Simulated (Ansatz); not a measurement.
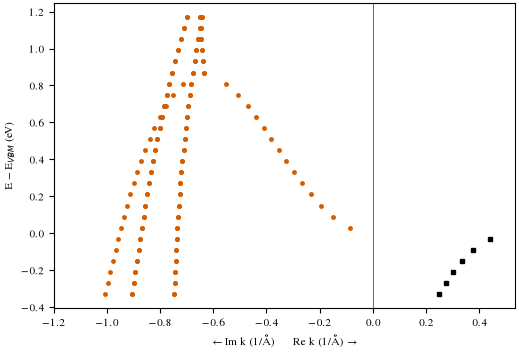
Figure: Complex bands at the centre of the two-dimensional zone; r2SCAN run with Ansatz (a quantum-chemistry and plane-wave program)

The gap is the functional's own, uncorrected, and κ follows it; spin-orbit coupling is left out. Mid-gap means the computed energy nearest the middle.

**Question.** This is MoS2 (R3m, 3 atoms a cell, 17.2 Å³ an atom, 3 GPa at this level) along the normal of (001). Read off the slowest decay at the centre of the two-dimensional zone at 0.45 eV, the computed energy nearest the middle of the gap.

**Answer.** κ ≈ 0.35 1/Å, a decay length 1/(2κ) of the density of 1.4 Å.
